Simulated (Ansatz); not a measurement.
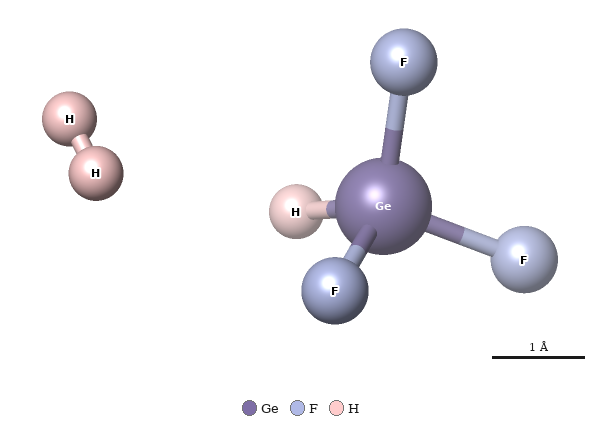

**Figure 1.** The starting structure (ball-and-stick view, seen at a tilt). Sticks mark near contacts.

# GeH3F3: nudged elastic band

- system: GeH3F3
- method: RHF/def2-SVP (Ansatz 0.2.0)

It belongs to a series of runs on one base structure; here: band between the two ends.

Input file
```yaml
crystal:
  periodic: [false, false, false]
  atoms:
    - { symbol: Ge, position_ang: [0.442115, -0.029922, -0.184379] }
    - { symbol: F, position_ang: [0.456416, 0.070934, 1.507613] }
    - { symbol: F, position_ang: [2.063897, -0.002026, -0.673853] }
    - { symbol: F, position_ang: [-0.247969, 1.41194, -0.744333] }
    - { symbol: H, position_ang: [-0.283468, -1.247488, -0.681054] }
    - { symbol: H, position_ang: [-2.997644, -0.039998, 1.39202] }
    - { symbol: H, position_ang: [-2.441847, -0.047541, 1.890986] }
basis:
  gaussian: { orbitals: def2-SVP }
hamiltonian:
  xc: hf
neb:
  order_check: false
  images: 7
  f_tol: 0.05
  max_iterations: 60
  final_atoms:
    - { symbol: Ge, position_ang: [-0.63505276, 0.18906856, -0.41134996] }
    - { symbol: F, position_ang: [-0.48478341, -0.93159875, 2.38096405] }
    - { symbol: F, position_ang: [0.59271198, 0.71761004, 0.69155156] }
    - { symbol: F, position_ang: [-0.30180197, 1.09768127, -1.82425522] }
    - { symbol: H, position_ang: [-0.38765028, -1.26853755, -0.72451185] }
    - { symbol: H, position_ang: [-1.97370523, 0.63804458, 0.12745018] }
    - { symbol: H, position_ang: [0.18178166, -0.32636914, 2.26715123] }
  initial_path:
    images:
      - { positions_ang: [[0.442115, -0.029922, -0.184379], [0.456416, 0.070934, 1.507613], [2.063897, -0.002026, -0.673853], [-0.247969, 1.41194, -0.744333], [-0.283468, -1.247488, -0.681054], [-2.997644, -0.039998, 1.39202], [-2.441847, -0.047541, 1.890986]] }
      - { positions_ang: [[0.33408335, -0.02309903, -0.13516569], [0.33031778, 0.05411373, 1.64111894], [1.95029907, -0.00401209, -0.63075024], [-0.37598615, 1.40128624, -0.70160009], [-0.38999035, -1.25222331, -0.64093556], [-2.6886129, -0.02725077, 1.18035693], [-2.16861079, -0.03291577, 1.79397572]] }
      - { positions_ang: [[0.22605169, -0.01627605, -0.08595238], [0.20421956, 0.03729347, 1.77462488], [1.83670114, -0.00599818, -0.58764748], [-0.50400329, 1.39063247, -0.65886718], [-0.49651271, -1.25695862, -0.60081712], [-2.37958181, -0.01450354, 0.96869386], [-1.89537459, -0.01829054, 1.69696543]] }
      - { positions_ang: [[0.11802004, -0.00945308, -0.03673908], [0.07812134, 0.0204732, 1.90813082], [1.72310321, -0.00798427, -0.54454471], [-0.63202044, 1.37997871, -0.61613428], [-0.60303506, -1.26169393, -0.56069868], [-2.07055071, -0.00175632, 0.75703078], [-1.62213838, -0.00366531, 1.59995515]] }
      - { positions_ang: [[0.00998839, -0.0026301, 0.01247423], [-0.04797688, 0.00365294, 2.04163675], [1.60950528, -0.00997037, -0.50144195], [-0.76003758, 1.36932494, -0.57340137], [-0.70955741, -1.26642924, -0.52058024], [-1.76151962, 0.01099091, 0.54536771], [-1.34890218, 0.01095992, 1.50294487]] }
      - { positions_ang: [[-0.1512719, 0.04529456, -0.09348182], [-0.15717851, -0.23015998, 2.12646858], [1.35530695, 0.17192474, -0.20319357], [-0.64547868, 1.30141402, -0.88611483], [-0.62908063, -1.26695632, -0.57156315], [-1.81456602, 0.16775433, 0.44088833], [-0.96623122, -0.07337235, 1.69399646]] }
      - { positions_ang: [[-0.31253219, 0.09321923, -0.19943786], [-0.26638014, -0.46397291, 2.2113004], [1.10110863, 0.35381984, 0.0950548], [-0.53091978, 1.2335031, -1.19882829], [-0.54860384, -1.26748339, -0.62254605], [-1.86761242, 0.32451774, 0.33640895], [-0.58356026, -0.15770461, 1.88504805]] }
      - { positions_ang: [[-0.47379247, 0.14114389, -0.30539391], [-0.37558177, -0.69778583, 2.29613223], [0.84691031, 0.53571494, 0.39330318], [-0.41636087, 1.16559219, -1.51154175], [-0.46812706, -1.26801047, -0.67352895], [-1.92065882, 0.48128116, 0.23192956], [-0.2008893, -0.24203688, 2.07609964]] }
      - { positions_ang: [[-0.63505276, 0.18906856, -0.41134996], [-0.48478341, -0.93159875, 2.38096405], [0.59271198, 0.71761004, 0.69155156], [-0.30180197, 1.09768127, -1.82425522], [-0.38765028, -1.26853755, -0.72451185], [-1.97370523, 0.63804458, 0.12745018], [0.18178166, -0.32636914, 2.26715123]] }
```

Hardware: 1 thread of Arm Neoverse V2, 24 GiB of memory available, shared host.

Launch command:
```bash
ansatz run input.yaml --threads 1 --pin off --max-ram 2048MiB --backend cpu --events-out ev --progress --plain --runs-dir out
```

Log
```
Engine: ansatz 0.2.0, aarch64-unknown-linux-gnu
Functional definition: HF
  exchange = exact_x
  correlation = 0
917 factors; integrals over basis functions are off by at most 3.8e-4 eV
mean field evaluation 1: about -64623.7326 eV, gradient 4.2e1 eV
mean field evaluation 2: about -64623.7716 eV, gradient 4.2e1 eV
mean field evaluation 4: about -64626.9490 eV, gradient 2.1e0 eV
mean field evaluation 8: about -64626.9695 eV, gradient 1.3e-4 eV
mean field -64626.96953548 eV, -2374.9973246955 hartree, gradient 1.2e-5 eV, S^2 0.000000; 0 other end points of the search recorded, 0 dependent functions left out
the calculation of the forces begins
reference -64626.96953548 eV, -2374.9973246955 hartree; 31, 31 occupied and 58, 58 virtual orbitals, 917 factors
917 factors; integrals over basis functions are off by at most 1.4e-3 eV
mean field evaluation 16: about -64626.8681 eV, gradient 8.0e-1 eV
mean field -64626.87531935 eV, -2374.9938623167 hartree, gradient 2.7e-5 eV, S^2 0.000000; 0 other end points of the search recorded, 0 dependent functions left out
[... from here on the field's lines of each further geometry are left out, up to the last ...]
NEB iter   1: max|band force component| = 1.109e2 eV/Å  barrier→ = 16.9700 eV  barrier← = 16.8758 eV  Δτ_max = 0.2000 Å  (290 SCF iters)
NEB iter   2: max|band force component| = 5.032e1 eV/Å  barrier→ = 10.0005 eV  barrier← = 9.9062 eV  Δτ_max = 0.2000 Å  (240 SCF iters)
NEB iter   3: max|band force component| = 2.102e1 eV/Å  barrier→ = 3.6256 eV  barrier← = 3.5314 eV  Δτ_max = 0.1996 Å  (224 SCF iters)
NEB iter   4: max|band force component| = 1.000e1 eV/Å  barrier→ = 2.9883 eV  barrier← = 2.8941 eV  Δτ_max = 0.1926 Å  (230 SCF iters)
NEB iter   5: max|band force component| = 5.076e0 eV/Å  barrier→ = 2.9919 eV  barrier← = 2.8977 eV  Δτ_max = 0.1958 Å  (228 SCF iters)
NEB iter   6: max|band force component| = 1.933e0 eV/Å  barrier→ = 2.6903 eV  barrier← = 2.5961 eV  Δτ_max = 0.2000 Å  (230 SCF iters)
NEB iter   7: max|band force component| = 6.631e0 eV/Å  barrier→ = 2.1451 eV  barrier← = 2.0509 eV  Δτ_max = 0.0985 Å  (239 SCF iters)
NEB iter   8: max|band force component| = 5.761e0 eV/Å  barrier→ = 1.8412 eV  barrier← = 1.7470 eV  Δτ_max = 0.0507 Å  (225 SCF iters)
NEB iter   9: max|band force component| = 2.863e0 eV/Å  barrier→ = 1.7589 eV  barrier← = 1.6647 eV  Δτ_max = 0.1010 Å  (232 SCF iters)
NEB iter  10: max|band force component| = 5.684e-1 eV/Å  barrier→ = 1.8372 eV  barrier← = 1.7430 eV  Δτ_max = 0.2000 Å  (225 SCF iters)
NEB iter  11: max|band force component| = 8.055e-1 eV/Å  barrier→ = 1.9824 eV  barrier← = 1.8882 eV  Δτ_max = 0.1032 Å  (219 SCF iters)
NEB iter  12: max|band force component| = 7.745e-1 eV/Å  barrier→ = 1.9475 eV  barrier← = 1.8533 eV  Δτ_max = 0.0999 Å  (222 SCF iters)
NEB iter  13: max|band force component| = 6.584e-1 eV/Å  barrier→ = 1.8739 eV  barrier← = 1.7797 eV  Δτ_max = 0.1006 Å  (226 SCF iters)
NEB iter  14: max|band force component| = 1.356e0 eV/Å  barrier→ = 1.8238 eV  barrier← = 1.7296 eV  CI = image 4  Δτ_max = 0.1004 Å  (228 SCF iters)
NEB iter  15: max|band force component| = 1.199e0 eV/Å  barrier→ = 2.2355 eV  barrier← = 2.1413 eV  CI = image 4  Δτ_max = 0.1032 Å  (225 SCF iters)
NEB iter  16: max|band force component| = 1.187e0 eV/Å  barrier→ = 2.5428 eV  barrier← = 2.4486 eV  CI = image 4  Δτ_max = 0.0503 Å  (226 SCF iters)
NEB iter  17: max|band force component| = 1.101e0 eV/Å  barrier→ = 2.5990 eV  barrier← = 2.5048 eV  CI = image 4  Δτ_max = 0.1011 Å  (232 SCF iters)
NEB iter  18: max|band force component| = 6.587e-1 eV/Å  barrier→ = 2.6838 eV  barrier← = 2.5896 eV  CI = image 4  Δτ_max = 0.0474 Å  (228 SCF iters)
NEB iter  19: max|band force component| = 4.072e-1 eV/Å  barrier→ = 2.6620 eV  barrier← = 2.5678 eV  CI = image 4  Δτ_max = 0.0476 Å  (229 SCF iters)
NEB iter  20: max|band force component| = 1.842e-1 eV/Å  barrier→ = 2.6538 eV  barrier← = 2.5596 eV  CI = image 4  Δτ_max = 0.0259 Å  (232 SCF iters)
NEB iter  21: max|band force component| = 6.875e-2 eV/Å  barrier→ = 2.6498 eV  barrier← = 2.5556 eV  CI = image 4  Δτ_max = 0.0367 Å  (231 SCF iters)
NEB iter  22: max|band force component| = 5.557e-2 eV/Å  barrier→ = 2.6459 eV  barrier← = 2.5517 eV  CI = image 4  Δτ_max = 0.0184 Å  (232 SCF iters)
NEB iter  23: max|band force component| = 6.115e-2 eV/Å  barrier→ = 2.6437 eV  barrier← = 2.5495 eV  CI = image 4  Δτ_max = 0.0092 Å  (233 SCF iters)
NEB iter  24: max|band force component| = 6.225e-2 eV/Å  barrier→ = 2.6425 eV  barrier← = 2.5483 eV  CI = image 4  Δτ_max = 0.0184 Å  (236 SCF iters)
NEB iter  25: max|band force component| = 7.155e-2 eV/Å  barrier→ = 2.6403 eV  barrier← = 2.5461 eV  CI = image 4  Δτ_max = 0.0366 Å  (232 SCF iters)
NEB iter  26: max|band force component| = 7.626e-2 eV/Å  barrier→ = 2.6363 eV  barrier← = 2.5421 eV  CI = image 4  Δτ_max = 0.0369 Å  (234 SCF iters)
NEB iter  27: max|band force component| = 9.551e-2 eV/Å  barrier→ = 2.6328 eV  barrier← = 2.5386 eV  CI = image 4  Δτ_max = 0.0365 Å  (233 SCF iters)
NEB iter  28: max|band force component| = 8.296e-2 eV/Å  barrier→ = 2.6281 eV  barrier← = 2.5339 eV  CI = image 4  Δτ_max = 0.0369 Å  (232 SCF iters)
NEB iter  29: max|band force component| = 9.455e-2 eV/Å  barrier→ = 2.6232 eV  barrier← = 2.5290 eV  CI = image 4  Δτ_max = 0.0508 Å  (235 SCF iters)
NEB iter  30: max|band force component| = 1.057e-1 eV/Å  barrier→ = 2.6169 eV  barrier← = 2.5227 eV  CI = image 4  Δτ_max = 0.0675 Å  (232 SCF iters)
NEB iter  31: max|band force component| = 9.685e-2 eV/Å  barrier→ = 2.6099 eV  barrier← = 2.5157 eV  CI = image 4  Δτ_max = 0.0732 Å  (231 SCF iters)
NEB iter  32: max|band force component| = 9.720e-2 eV/Å  barrier→ = 2.6024 eV  barrier← = 2.5082 eV  CI = image 4  Δτ_max = 0.1457 Å  (231 SCF iters)
NEB iter  33: max|band force component| = 7.365e-2 eV/Å  barrier→ = 2.5930 eV  barrier← = 2.4988 eV  CI = image 4  Δτ_max = 0.1451 Å  (226 SCF iters)
NEB iter  34: max|band force component| = 1.152e-1 eV/Å  barrier→ = 2.5854 eV  barrier← = 2.4912 eV  CI = image 4  Δτ_max = 0.0726 Å  (225 SCF iters)
NEB iter  35: max|band force component| = 8.943e-2 eV/Å  barrier→ = 2.5845 eV  barrier← = 2.4903 eV  CI = image 4  Δτ_max = 0.0732 Å  (231 SCF iters)
NEB iter  36: max|band force component| = 6.883e-2 eV/Å  barrier→ = 2.5845 eV  barrier← = 2.4902 eV  CI = image 4  Δτ_max = 0.0732 Å  (231 SCF iters)
the calculation of the forces begins
reference -64626.78074651 eV, -2374.9903868289 hartree; 31, 31 occupied and 58, 58 virtual orbitals, 920 factors
918 factors; integrals over basis functions are off by at most 1.3e-3 eV
mean field evaluation 1984: about -64620.8325 eV, gradient 4.4e1 eV
mean field -64624.38544918 eV, -2374.9023612756 hartree, gradient 4.7e-5 eV, S^2 0.000000; 1 other end points of the search recorded, 0 dependent functions left out
the calculation of the forces begins
reference -64624.38544918 eV, -2374.9023612756 hartree; 31, 31 occupied and 58, 58 virtual orbitals, 918 factors
NEB iter  37: max|band force component| = 4.994e-2 eV/Å  barrier→ = 2.5841 eV  barrier← = 2.4899 eV  CI = image 4  Δτ_max = 0.0000 Å  (582 SCF iters)
```

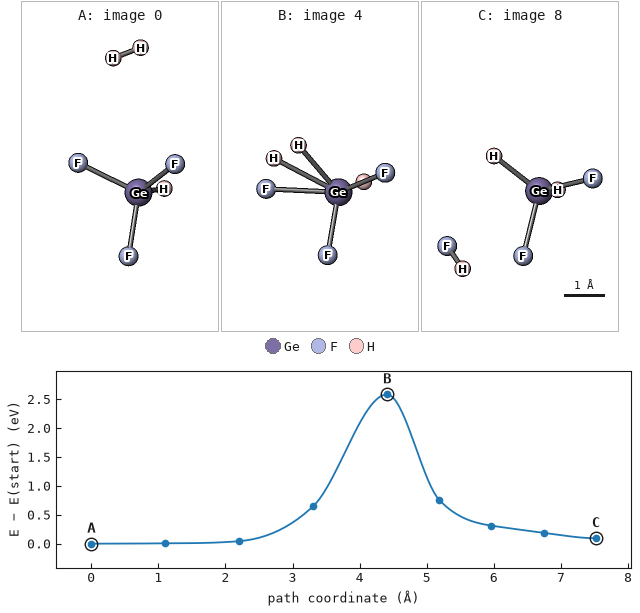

**Figure 2.** Images of the last band (counted from 0; ball-and-stick, seen at a tilt) above the energy along the path; the line is a cubic interpolation that uses the forces. The highest image is number 4, 2.584 eV above the start and 2.490 eV above the end (the climbing image); the end lies 0.094 eV above the start. The path is 7.52 Å long. The band converged in 37 iterations.

```
Total energy: -64624.38544918 eV, -2374.9023612756 hartree
Atom 0 at    -0.264563    -0.064857    -0.066282 Å, force     0.000690     0.003845    -0.007631 eV/Å
Atom 1 at    -0.208729    -0.807597     1.755135 Å, force    -0.014616     0.016755    -0.010307 eV/Å
Atom 2 at     1.304099     0.548257     0.117850 Å, force     0.011930    -0.007359     0.000366 eV/Å
Atom 3 at    -0.880095     1.060801    -1.214991 Å, force    -0.008514    -0.003642     0.006483 eV/Å
Atom 4 at    -0.493554    -1.407754    -0.696276 Å, force     0.007918    -0.001704    -0.000518 eV/Å
Atom 5 at    -1.430722     0.697837     1.006981 Å, force    -0.003834     0.005354     0.000601 eV/Å
Atom 6 at    -1.034936     0.089213     1.604582 Å, force     0.006426    -0.013249     0.011004 eV/Å
Dipole moment:    -0.415497    -0.275593     0.049041 e Å
this run last wrote the band of iteration 37 to [file]
```

The last band as extended XYZ (Å, eV, eV/Å)
```
7
Properties=species:S:1:pos:R:3:forces:R:3 image=0 energy=-64626.96953
Ge    0.4421   -0.0299   -0.1844   -0.0004  -0.0006   0.0004
F     0.4564    0.0709    1.5076   -0.0012   0.0006  -0.0006
F     2.0639   -0.0020   -0.6739    0.0002  -0.0004   0.0008
F    -0.2480    1.4119   -0.7443    0.0012   0.0009  -0.0010
H    -0.2835   -1.2475   -0.6811   -0.0003   0.0005  -0.0006
H    -2.9976   -0.0400    1.3920   -0.0013  -0.0016   0.0008
H    -2.4418   -0.0475    1.8910    0.0018   0.0007   0.0003
7
Properties=species:S:1:pos:R:3:forces:R:3 image=1 energy=-64626.96381
Ge    0.4599   -0.1869   -0.2064   -0.0007   0.0010   0.0009
F     0.4229   -0.2884    1.4845    0.0063   0.0007   0.0002
F     2.0083    0.3671   -0.6135    0.0018  -0.0021  -0.0019
F    -0.6145    1.0483   -0.6430    0.0040   0.0026  -0.0027
H     0.1272   -1.4949   -0.8658   -0.0012   0.0001   0.0002
H    -2.8484    0.5232    1.3860   -0.0046  -0.0025   0.0022
H    -2.5640    0.1474    1.9652   -0.0055   0.0001   0.0010
7
Properties=species:S:1:pos:R:3:forces:R:3 image=2 energy=-64626.92550
Ge    0.3125   -0.3210   -0.2239    0.0076  -0.0026  -0.0117
F     0.0742   -0.6604    1.4199    0.0134   0.0138  -0.0135
F     1.7648    0.5462   -0.3041    0.0422  -0.0329  -0.0323
F    -0.8883    0.7621   -0.7312    0.0057  -0.0102   0.0222
H     0.3036   -1.5770   -1.0449    0.0590  -0.0165  -0.0456
H    -2.4479    0.8855    1.4273   -0.0683   0.0298   0.0274
H    -2.1274    0.4805    1.9640   -0.0595   0.0185   0.0534
7
Properties=species:S:1:pos:R:3:forces:R:3 image=3 energy=-64626.31908
Ge    0.0422   -0.2789   -0.1157    0.2839  -0.2115  -0.1095
F    -0.0778   -0.8193    1.5068    0.1292  -0.0450  -0.2628
F     1.4796    0.6062   -0.0250    0.2366  -0.0900  -0.1840
F    -0.9774    0.8575   -0.8822   -0.0566  -0.1616   0.4228
H    -0.0854   -1.5339   -0.9169    0.2682  -0.1270  -0.2670
H    -1.8500    0.8569    1.2104   -0.3617   0.2501   0.2534
H    -1.5397    0.4274    1.7297   -0.4996   0.3849   0.1471
7
Properties=species:S:1:pos:R:3:forces:R:3 image=4 energy=-64624.38545
Ge   -0.2646   -0.0649   -0.0663    0.0007   0.0038  -0.0076
F    -0.2087   -0.8076    1.7551   -0.0146   0.0168  -0.0103
F     1.3041    0.5483    0.1178    0.0119  -0.0074   0.0004
F    -0.8801    1.0608   -1.2150   -0.0085  -0.0036   0.0065
H    -0.4936   -1.4078   -0.6963    0.0079  -0.0017  -0.0005
H    -1.4307    0.6978    1.0070   -0.0038   0.0054   0.0006
H    -1.0349    0.0892    1.6046    0.0064  -0.0132   0.0110
7
Properties=species:S:1:pos:R:3:forces:R:3 image=5 energy=-64626.21224
Ge   -0.3820    0.1026   -0.2342   -0.2199   0.3006  -0.2889
F    -0.3194   -0.8268    2.0442   -0.1289  -0.0909   0.4455
F     1.2305    0.5294    0.1387   -0.1302   0.0032  -0.0068
F    -0.7645    1.0762   -1.5829    0.1136   0.0942  -0.5574
H    -0.4832   -1.3530   -0.6360    0.0012   0.1369   0.0381
H    -1.3698    0.7286    0.7653    0.1139   0.0115  -0.3391
H    -0.9200   -0.1411    2.0119    0.2503  -0.4556   0.7087
7
Properties=species:S:1:pos:R:3:forces:R:3 image=6 energy=-64626.65740
Ge   -0.4427    0.1673   -0.3836   -0.0199   0.0245  -0.0467
F    -0.3853   -0.9373    2.1592   -0.0261  -0.0464   0.0295
F     1.1118    0.6616    0.1387   -0.0300   0.0207  -0.0009
F    -0.6576    0.9949   -1.8713    0.0403  -0.0073  -0.0786
H    -0.4396   -1.3155   -0.6736   -0.0063   0.0181  -0.0207
H    -1.4764    0.7578    0.5544   -0.0217   0.0184  -0.0569
H    -0.7187   -0.2130    2.5831    0.0635  -0.0279   0.1742
7
Properties=species:S:1:pos:R:3:forces:R:3 image=7 energy=-64626.78075
Ge   -0.5447    0.1780   -0.4164   -0.0228   0.0017  -0.0106
F    -0.5440   -0.9444    2.1958   -0.0472   0.0014   0.0103
F     0.8800    0.7262    0.3764   -0.0432  -0.0032   0.0538
F    -0.5246    1.0132   -1.9162    0.0418   0.0012  -0.0109
H    -0.4095   -1.2966   -0.7183   -0.0081   0.0014  -0.0068
H    -1.7314    0.7030    0.3590   -0.0488   0.0004  -0.0463
H    -0.1342   -0.2635    2.6266    0.1283  -0.0031   0.0105
7
Properties=species:S:1:pos:R:3:forces:R:3 image=8 energy=-64626.87532
Ge   -0.6351    0.1891   -0.4113    0.0034   0.0000   0.0063
F    -0.4848   -0.9316    2.3810   -0.0120  -0.0089  -0.0024
F     0.5927    0.7176    0.6916   -0.0090  -0.0049  -0.0057
F    -0.3018    1.0977   -1.8243    0.0037   0.0040  -0.0022
H    -0.3876   -1.2685   -0.7245    0.0002  -0.0024   0.0001
H    -1.9737    0.6380    0.1275   -0.0021   0.0003   0.0011
H     0.1818   -0.3264    2.2672    0.0160   0.0118   0.0028
```

Summary

```csv
quantity,value
outcome,converged
"barrier, forward",2.584 eV
"barrier, backward",2.490 eV
wall time,7 min
peak memory,0.17 GiB
```

Notes

The order of the saddle point was not checked.
